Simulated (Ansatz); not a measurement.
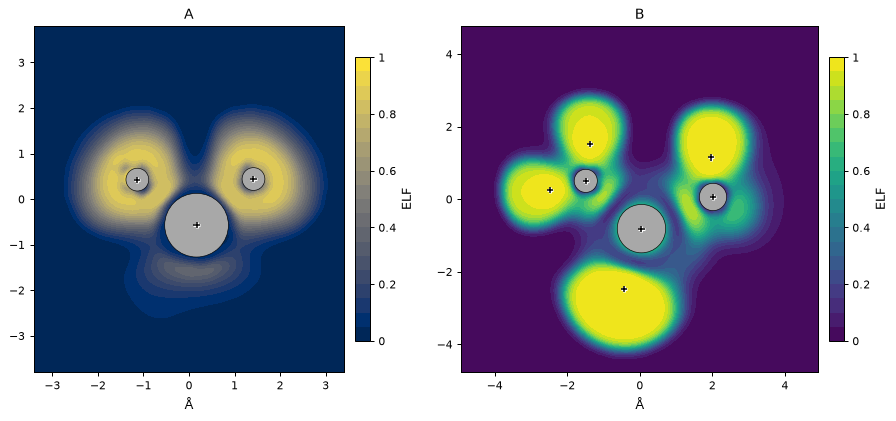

The electron localisation function of 2 systems, each on a plane through atoms (crosses mark nuclei in the plane; grey discs cover the cores).

Computed with UKS PBE0-D4/def2-SVP (Ansatz 0.2.0).

System 1: CH₆InN, the plane of atoms In2, N3 and H8. Core potentials replace the inner electrons of In.

```xyz
9

C    -1.0491    0.8851   -0.9033
In    0.7313   -0.2069   -0.3664
N     0.7512   -0.9753    1.5046
H    -1.5997    0.3417   -1.6864
H    -0.7869    1.8783   -1.2977
H    -1.7046    1.0078   -0.0293
H     2.1501   -0.5354   -1.2921
H    -0.0041   -0.8783    2.1730
H     1.5118   -1.5171    1.8975
```

System 2: F₂H₂SSi···HF, the plane of atoms F3, Si1 and F4. 

```yaml
atoms:
  - { symbol: Si, position_ang: [-0.7122, -0.6948, -0.3229] }
  - { symbol: S, position_ang: [0.5688, -1.2987, 1.2232] }
  - { symbol: F, position_ang: [-0.0417, -0.7814, -1.7828] }
  - { symbol: F, position_ang: [-1.0444, 0.9019, -0.1513] }
  - { symbol: H, position_ang: [-1.9817, -1.4429, -0.3161] }
  - { symbol: H, position_ang: [0.4738, 1.7894, 0.0985] }
  - { symbol: F, position_ang: [1.3968, 1.7209, 0.2097] }
  - { symbol: H, position_ang: [1.3406, -0.1944, 1.0417] }
```

> Which map belongs to which system?

Panel A is system 2, F₂H₂SSi···HF: the plane holds Si and F. Si–F (1.61 Å): the ELF peaks at about 0.85 in the valence shell of F, 0.6 Å from its nucleus, and is about 0.45 at the midpoint. Panel B is system 1, CH₆InN: the plane holds C, In, N and H. In–N (2.02 Å): the ELF peaks at about 0.85 in the valence shell of N, 0.6 Å from its nucleus, and drops to about 0.15 between the two atoms.
